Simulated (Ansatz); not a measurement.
**Fields on a plane of PbI2 (CdI2 type)**

```
PbI2
1.0
    4.43893     0.00000     0.00000
   -2.21946     3.84423     0.00000
    0.00000     0.00000     6.74097
Pb I
1 2
Cartesian
  0.00000   0.00000   0.00000
  0.00000   2.56282   1.88930
  2.21946   1.28141   4.85166
```

The slice is a (-1 1 0 2) plane (indices of the conventional cell) through the point (0.000, 0.000, 0.000) (fractional), spanned by u = [110] and v = [1 -1 1] in vectors of this cell: u (4.44 Å) and v (10.23 Å, at 90° to u). It covers one period; positions are fractions (u, v).

Atoms on it: Pb at (0.00, 0.00). Other atoms lie within 1 Å of the plane.

Calculation: PBEsol-D3(BJ) (plane waves to 420 eV, PAW, scalar-relativistic; Ansatz, a first-principles code). k mesh 9×9×5. Inside the PAW spheres the values are not all-electron values, and peaks at nuclei hang on which shells count as valence. PbI2 was relaxed with its symmetry unable to fall. Spin-orbit coupling is left out, though I and Pb are heavy.

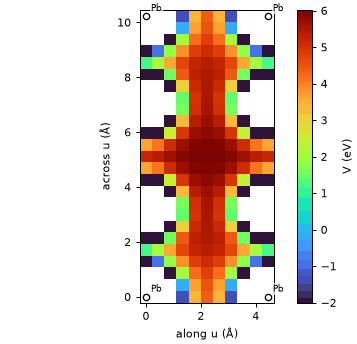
Figure. Electrostatic potential energy of an electron, from the cell's mean, in eV, one period of the plane, atoms marked. Points within 1 Å of a nucleus are left white, as the pseudised field means little there. Values under -2 eV are set to -2. The zero, the cell's mean, hangs on the PAW cores.

```tsv
v \ u	0.00	0.20	0.40	0.60	0.80
0.88	0.26	0.16	0.02	0.02	0.16
0.75	0.52	0.69	0.20	0.20	0.69
0.62	0.59	0.73	0.18	0.18	0.73
0.50	0.07	0.04	0.01	0.01	0.04
0.38	0.59	0.73	0.18	0.18	0.73
0.25	0.52	0.69	0.20	0.20	0.69
0.12	0.26	0.16	0.02	0.02	0.16
0.00	x	0.44	0.08	0.08	0.44
```

Values: electron localisation function (ELF). Points within 0.5 Å of a nucleus are blanked (x), as the pseudised field means little there.
